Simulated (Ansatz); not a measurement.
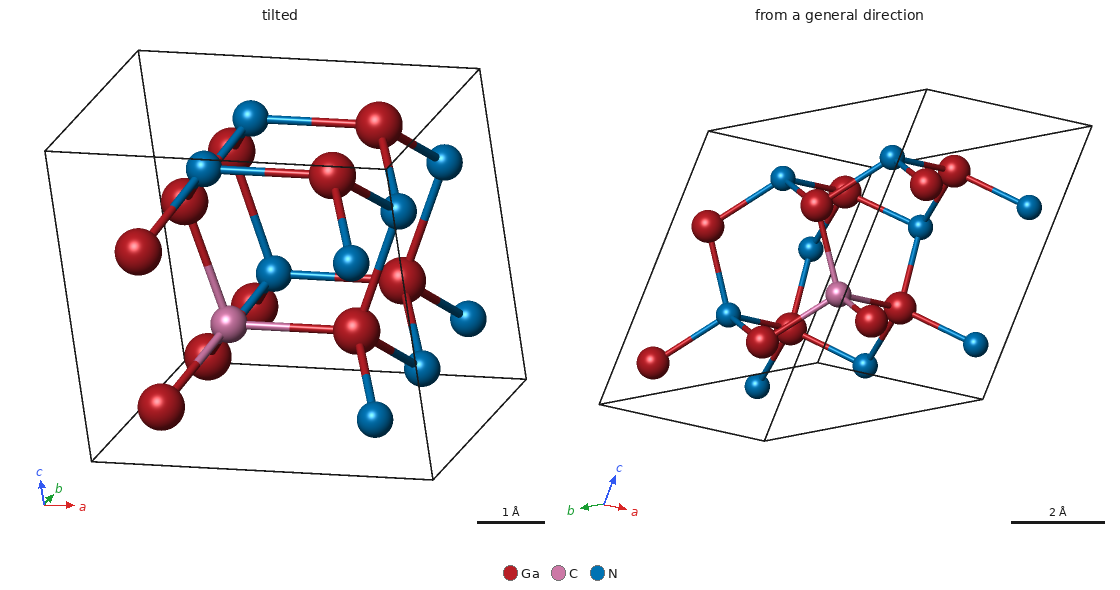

The crystal in a ball-and-stick representation, seen slightly off an axis and from a general direction. The outline marks the supercell. The host is GaN, in a cell of 16 sites, and the cell is neutral.

Question: Spot the defect.

Answer: Carbon on a nitrogen site (a substitutional impurity). It is bonded to four Ga in a tetrahedral arrangement at about 2.0 Å.

All computed values are from DFT PBE, scalar-relativistic, plane waves, PAW in Ansatz. Settings: a cutoff energy of 420 eV, k-point mesh 3×3×3, Gaussian smearing of 0.01 eV, collinear spins.

Question: Is a magnetic moment found?

Answer: No net moment.

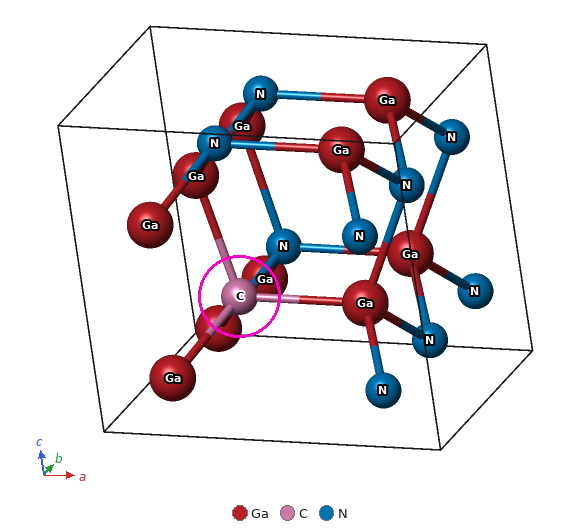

The same cell with a ring at the defect's site.

The atoms were relaxed in the host's cell with DFT PBE, scalar-relativistic, plane waves, PAW (Ansatz 0.2.0).
